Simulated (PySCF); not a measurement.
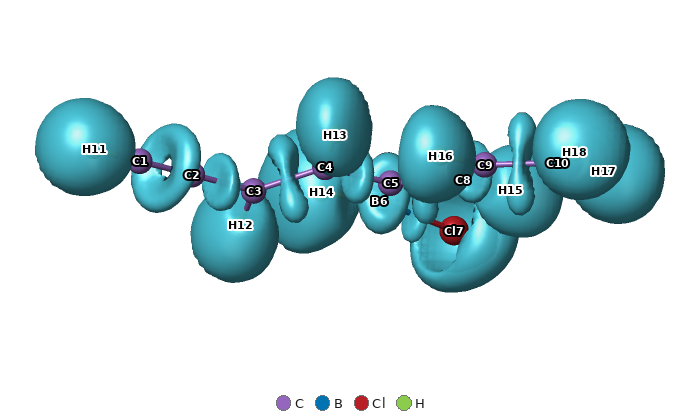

Figure 1: C8H8BCl (SMILES C#C/C=C/C(BCl)=C\C=C). Isosurface of the electron localisation function at 0.85 (cyan), seen from one side. Only the valence region is drawn (cores and ρ < 0.01 e/Å³ removed).

Geometry: GFN2-xTB.

Method: PBE0/pcSseg-1, SCF density, gas phase, non-relativistic (PySCF 2.14.0).

```xyz
18

C     4.2024   -1.1358   -0.3357
C     3.2236   -0.4853   -0.0810
C     2.0820    0.2716    0.2302
C     0.8943    0.0624   -0.3591
C    -0.3210    0.8055   -0.0688
B    -0.2342    2.2423    0.5214
Cl   -1.6387    3.0419    1.0560
C    -1.5440    0.2706   -0.3639
C    -1.8306   -1.0287   -0.8985
C    -3.0766   -1.4382   -1.1484
H     5.0570   -1.7015   -0.5591
H     2.2093    1.0264    0.9940
H     0.8337   -0.7238   -1.1001
H     0.7719    2.8423    0.5906
H    -2.4191    0.8763   -0.1601
H    -1.0060   -1.7007   -1.0897
H    -3.9259   -0.8008   -0.9638
H    -3.2867   -2.4184   -1.5404
```

Where are the electrons localised?

Answer. The ELF exceeds this value in one region between bonded B–C atoms (shared pairs), one region between bonded B–Cl atoms (shared pairs), seven regions between bonded C–C atoms (shared pairs), eight regions around hydrogen nuclei and one ring or bowl of non-bonding electrons around Cl. Profiles from the grid: C–C (1.20 Å): the ELF peaks at about 0.85 between the atoms (a multiple bond). C–B (1.56 Å): the ELF peaks at about 1 between the atoms (a covalent bond).
